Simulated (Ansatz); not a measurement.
**Geometry relaxation of C2H11SbSi2 (part 2 of 2)**

C2H11SbSi2, SMILES C[CH]([SbH2])[SiH2][SiH3]; RHF/def2-SVP (Ansatz 0.2.0). It belongs to a series of runs on one base structure; here: end point B relaxed.

Geometry of the input (Å):
```
C  -0.7935  -1.4460  -0.5480
C  0.4452  -0.6522  -0.2584
Sb -0.0825  1.4375  -0.2356
Si 1.2930  -1.0212  1.3755
Si 2.0015  -3.1698  1.3338
H  -1.2662  -1.0554  -1.5334
H  -1.5617  -1.2244  0.2474
H  -0.5966  -2.4735  -0.6187
H  1.2183  -0.8579  -1.0781
H  1.6566  1.8985  -0.4044
H  -0.2742  1.4336  -2.0026
H  2.4061  -0.1667  1.6162
H  0.2462  -0.9718  2.5065
H  2.9787  -3.3560  0.2346
H  2.6778  -3.4905  2.5919
H  0.9251  -4.1155  1.1514
```

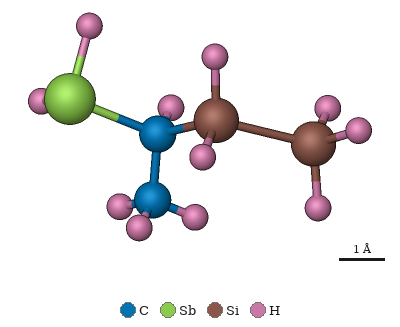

Figure 1. The geometry at step 5 of the log (ball-and-stick view, seen at a tilt).

**Trajectory as extended XYZ (Å, eV, eV/Å), 8 frames, from step=1 to step=8**
```
16
Properties=species:S:1:pos:R:3:forces:R:3 step=1 energy=-24461.97743
C    -0.7935   -1.4460   -0.5480   -2.4978   2.6570  -0.7662
C     0.4452   -0.6522   -0.2584    1.8018   0.0051  -0.8554
Sb   -0.0825    1.4375   -0.2356    1.5027   0.8785  -1.7455
Si    1.2930   -1.0212    1.3755   -1.9394  -0.6057   0.5833
Si    2.0015   -3.1698    1.3338    1.0940  -0.7095  -0.0279
H    -1.2662   -1.0554   -1.5334    0.7305  -1.0995   1.5401
H    -1.5617   -1.2244    0.2474    0.6096  -0.7034  -0.7623
H    -0.5966   -2.4735   -0.6187   -0.0250  -1.7205  -0.1463
H     1.2183   -0.8579   -1.0781   -1.0322   0.6295   1.1133
H     1.6566    1.8985   -0.4044   -1.3145  -0.0434   0.2162
H    -0.2742    1.4336   -2.0026   -0.0617   0.2271   0.9633
H     2.4061   -0.1667    1.6162    0.8542   0.9282   0.3027
H     0.2462   -0.9718    2.5065    0.6680   0.3019  -0.5639
H     2.9787   -3.3560    0.2346    0.0604  -0.0530  -0.1168
H     2.6778   -3.4905    2.5919    0.2357  -0.1795   0.4050
H     0.9251   -4.1155    1.1514   -0.6862  -0.5126  -0.1396
16
Properties=species:S:1:pos:R:3:forces:R:3 step=2 energy=-24462.46224
C    -0.8168   -1.4318   -0.5496   -0.9261   0.7604  -0.3531
C     0.4447   -0.6361   -0.2491    0.7187   0.2712  -0.5839
Sb    0.0303    1.5132   -0.3748   -1.6785  -0.2710   1.4061
Si    1.2714   -1.0639    1.3894   -0.6632   0.1440   0.2587
Si    2.0511   -3.2456    1.3505    0.1920  -0.1100  -0.0371
H    -1.2721   -1.1054   -1.5103    0.2405  -0.3331   0.5164
H    -1.5798   -1.2656    0.2299    0.2243  -0.2047  -0.2523
H    -0.6237   -2.4913   -0.6233    0.0245  -0.4750  -0.0033
H     1.1959   -0.8017   -1.0484   -0.3652  -0.0199   0.3962
H     1.5829    1.9559   -0.3952    1.5199   0.4764  -0.3439
H    -0.2923    1.4954   -1.9865    0.0953   0.0609  -1.0655
H     2.3861   -0.1464    1.6397    0.3042   0.2818   0.1142
H     0.2683   -0.9213    2.5003    0.2279   0.0209  -0.1666
H     3.0039   -3.3929    0.2222    0.0501  -0.1218   0.0232
H     2.7158   -3.5429    2.6324    0.1392  -0.1990   0.1112
H     0.9080   -4.1509    1.1507   -0.1035  -0.2813  -0.0202
16
Properties=species:S:1:pos:R:3:forces:R:3 step=3 energy=-24462.64649
C    -0.8332   -1.4222   -0.5475   -0.5637   0.3609  -0.2354
C     0.4115   -0.5858   -0.2439    0.4862  -0.0216  -0.3659
Sb   -0.0232    1.5799   -0.3661   -0.2662  -0.1030   0.2425
Si    1.2543   -1.0779    1.3793   -0.2877   0.2758   0.2889
Si    2.0714   -3.2913    1.3842    0.0829  -0.1990  -0.1528
H    -1.2899   -1.1413   -1.5098    0.1523  -0.1215   0.2383
H    -1.6071   -1.2845    0.2183    0.1175  -0.0907  -0.0834
H    -0.6047   -2.4847   -0.6029    0.0275  -0.1628   0.0191
H     1.1570   -0.7463   -1.0365   -0.1699   0.0105   0.1287
H     1.5853    2.0663   -0.4985    0.2568   0.0502   0.0107
H    -0.2469    1.5988   -2.0472   -0.0330  -0.0682  -0.1286
H     2.3743   -0.1533    1.6495    0.1761   0.0888   0.0419
H     0.2727   -0.9211    2.4961    0.0989  -0.0511  -0.0563
H     3.0351   -3.4781    0.2684    0.0062   0.0166  -0.0051
H     2.7588   -3.6431    2.6496   -0.0064   0.0891   0.0601
H     0.9584   -4.2467    1.1853   -0.0775  -0.0739  -0.0026
16
Properties=species:S:1:pos:R:3:forces:R:3 step=4 energy=-24462.58765 accepted=F
C    -0.8399   -1.4041   -0.5712    0.4800  -0.4666   0.0534
C     0.4395   -0.5853   -0.2993    0.0820  -0.0624   1.2705
Sb   -0.0554    1.5416   -0.3609    0.0340   0.2277  -0.0997
Si    1.2772   -1.0414    1.4376   -0.3556  -0.1547  -1.0909
Si    2.0503   -3.2993    1.3655    0.0110   0.1407   0.1018
H    -1.2930   -1.1673   -1.5356    0.0032   0.0857  -0.0088
H    -1.6009   -1.2814    0.2032    0.0471   0.1514  -0.0097
H    -0.5900   -2.4701   -0.5933   -0.1531  -0.0012  -0.0714
H     1.1827   -0.7439   -1.0834   -0.0508  -0.0988   0.0372
H     1.5586    2.0652   -0.4685    0.0278   0.0716   0.0117
H    -0.2649    1.5642   -2.0520   -0.0345   0.0450  -0.0144
H     2.4349   -0.1494    1.7201   -0.0973   0.0030  -0.0548
H     0.2965   -0.9000    2.5507    0.0176   0.0581  -0.1255
H     2.9991   -3.4853    0.2367   -0.0253   0.0196   0.0075
H     2.7534   -3.6201    2.6329    0.0130  -0.0462  -0.0038
H     0.9258   -4.2546    1.1956    0.0012   0.0272  -0.0031
16
Properties=species:S:1:pos:R:3:forces:R:3 step=5 energy=-24462.66802
C    -0.8333   -1.4193   -0.5537   -0.0948   0.0102  -0.0510
C     0.4270   -0.5913   -0.2578    0.1002  -0.0190   0.0857
Sb   -0.0312    1.5668   -0.3487   -0.0053  -0.0586  -0.0454
Si    1.2562   -1.0588    1.3897   -0.0772   0.0147  -0.0311
Si    2.0606   -3.2924    1.3664    0.0186  -0.0248   0.0084
H    -1.2749   -1.1607   -1.5201    0.0362  -0.0030   0.0225
H    -1.6059   -1.2693    0.2048    0.0160  -0.0133   0.0044
H    -0.6125   -2.4898   -0.5850   -0.0031   0.0064   0.0108
H     1.1678   -0.7666   -1.0425   -0.0288   0.0541  -0.0115
H     1.5894    2.0686   -0.4704    0.0130   0.0124  -0.0013
H    -0.2582    1.5726   -2.0384   -0.0069   0.0165   0.0090
H     2.3920   -0.1406    1.6614    0.0261  -0.0043   0.0031
H     0.2789   -0.9045    2.5020    0.0174  -0.0091  -0.0070
H     3.0236   -3.4759    0.2494   -0.0076   0.0068   0.0049
H     2.7495   -3.6159    2.6415   -0.0048   0.0113  -0.0053
H     0.9448   -4.2542    1.1793    0.0011  -0.0006   0.0038
16
Properties=species:S:1:pos:R:3:forces:R:3 step=6 energy=-24462.66925
C    -0.8317   -1.4172   -0.5587   -0.0041   0.0008   0.0017
C     0.4310   -0.5920   -0.2559    0.0001   0.0179  -0.0039
Sb   -0.0346    1.5630   -0.3491   -0.0047   0.0158   0.0040
Si    1.2561   -1.0630    1.3890    0.0022   0.0001  -0.0028
Si    2.0592   -3.2979    1.3711   -0.0002  -0.0014   0.0037
H    -1.2666   -1.1552   -1.5261    0.0055   0.0029   0.0016
H    -1.6046   -1.2681    0.1995    0.0018  -0.0050  -0.0079
H    -0.6123   -2.4879   -0.5907   -0.0039  -0.0005   0.0035
H     1.1694   -0.7554   -1.0442    0.0036  -0.0018  -0.0096
H     1.5834    2.0785   -0.4733   -0.0128  -0.0078  -0.0072
H    -0.2732    1.5792   -2.0376    0.0114  -0.0119   0.0154
H     2.4002   -0.1529    1.6598    0.0005  -0.0061  -0.0004
H     0.2829   -0.9057    2.5032    0.0010  -0.0011  -0.0009
H     3.0163   -3.4845    0.2502   -0.0009   0.0001   0.0014
H     2.7545   -3.6099    2.6452   -0.0004   0.0033  -0.0019
H     0.9439   -4.2624    1.1956    0.0009  -0.0053   0.0033
16
Properties=species:S:1:pos:R:3:forces:R:3 step=7 energy=-24462.66956
C    -0.8293   -1.4156   -0.5628    0.0011   0.0025  -0.0033
C     0.4321   -0.5890   -0.2570   -0.0005  -0.0065   0.0074
Sb   -0.0392    1.5651   -0.3436    0.0032  -0.0012   0.0014
Si    1.2574   -1.0645    1.3864   -0.0013  -0.0007  -0.0014
Si    2.0573   -3.3009    1.3739   -0.0008  -0.0010  -0.0019
H    -1.2609   -1.1530   -1.5312   -0.0007  -0.0008  -0.0017
H    -1.6046   -1.2677    0.1928   -0.0021   0.0010   0.0000
H    -0.6098   -2.4862   -0.5941    0.0022  -0.0006  -0.0003
H     1.1706   -0.7495   -1.0461   -0.0013   0.0068  -0.0031
H     1.5771    2.0815   -0.4739    0.0002   0.0028   0.0004
H    -0.2780    1.5778   -2.0309   -0.0017  -0.0018  -0.0015
H     2.4046   -0.1586    1.6575    0.0015  -0.0017  -0.0008
H     0.2855   -0.9053    2.5013   -0.0004   0.0008   0.0017
H     3.0084   -3.4936    0.2489   -0.0007  -0.0013   0.0007
H     2.7603   -3.6040    2.6458    0.0005   0.0020   0.0002
H     0.9422   -4.2679    1.2112    0.0007  -0.0003   0.0023
16
Properties=species:S:1:pos:R:3:forces:R:3 step=8 energy=-24462.66965
C    -0.8269   -1.4151   -0.5671    0.0094   0.0075   0.0007
C     0.4328   -0.5871   -0.2572   -0.0040  -0.0107  -0.0012
Sb   -0.0422    1.5663   -0.3389   -0.0023  -0.0022   0.0039
Si    1.2580   -1.0661    1.3848    0.0074   0.0019  -0.0038
Si    2.0555   -3.3035    1.3757   -0.0048  -0.0041   0.0037
H    -1.2554   -1.1518   -1.5366   -0.0054  -0.0020  -0.0025
H    -1.6045   -1.2690    0.1864   -0.0037   0.0035   0.0006
H    -0.6063   -2.4855   -0.5985    0.0047  -0.0008  -0.0027
H     1.1716   -0.7425   -1.0472    0.0001   0.0001   0.0032
H     1.5725    2.0869   -0.4727    0.0029   0.0008   0.0011
H    -0.2841    1.5780   -2.0256   -0.0034   0.0029  -0.0059
H     2.4087   -0.1642    1.6545   -0.0006   0.0011  -0.0007
H     0.2880   -0.9032    2.5008   -0.0004  -0.0026   0.0027
H     3.0001   -3.5051    0.2468   -0.0026   0.0031  -0.0001
H     2.7662   -3.5971    2.6456    0.0016  -0.0010   0.0002
H     0.9397   -4.2722    1.2273    0.0011   0.0024   0.0009
```

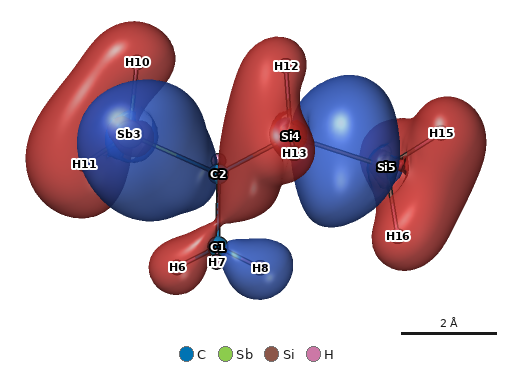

Figure 2. The HOMO−1 at ±0.05 Å⁻³ᐟ² (blue and red are the two phases), seen face on. Its weight (Hirshfeld) is mainly on Si5 (20 %), Sb3 (20 %), Si4 (20 %) and C2 (10 %). Its energy is −10.31 eV.

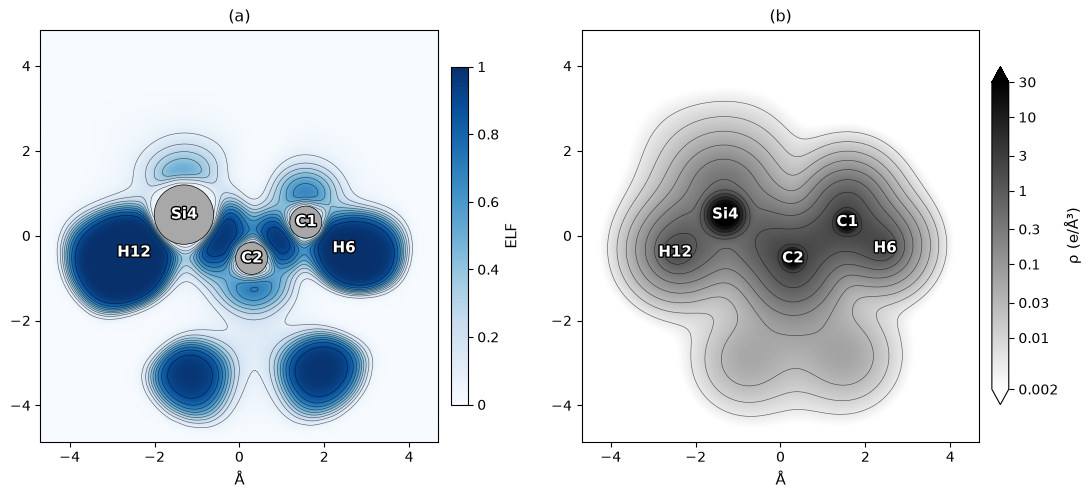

Figure 3. (a) electron localisation function; (b) total electron density on the plane of atoms C1, C2 and Si4. Grey discs, where drawn, cover atomic cores. C–Si (1.90 Å): ρ at the midpoint is about 0.96 e/Å³; the ELF peaks at about 1 between the atoms (a shared electron pair). Si–H (1.49 Å): ρ at the midpoint is about 0.76 e/Å³; the ELF climbs to about 1 towards the hydrogen.
